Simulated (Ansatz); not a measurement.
```sh
ansatz run in.yaml --threads 2 --pin off --events-out ev --progress --plain --max-ram 4352MiB
```

```yaml
crystal:
  periodic: [false, false, false]
  atoms:
    - {symbol: Al, position_ang: [-0.646022, -0.265652, 0.051134]}
    - {symbol: H, position_ang: [1.689296, -0.647356, -0.164588]}
    - {symbol: H, position_ang: [-0.599672, -0.996250, -1.356285]}
    - {symbol: H, position_ang: [-0.827070, -1.016733, 1.426855]}
    - {symbol: H, position_ang: [1.670684, -0.493865, 0.572798]}
    - {symbol: O, position_ang: [-0.671312, 1.432379, 0.122836]}
    - {symbol: H, position_ang: [-0.616005, 1.987477, -0.652751]}
basis:
  gaussian: {orbitals: def2-TZVPP}
hamiltonian: {xc: pbe0, dispersion: d4}
output: {orbitals: {seedname: orbitals}}
```

Describe the molecule in this file.

Formula AlH₅O. Judged by distances it falls into 2 fragments: AlH3O, H2. Coordination: 1 Al trigonal planar; 1 O bent.

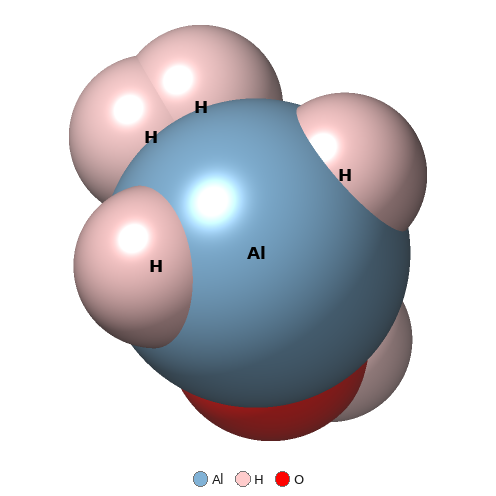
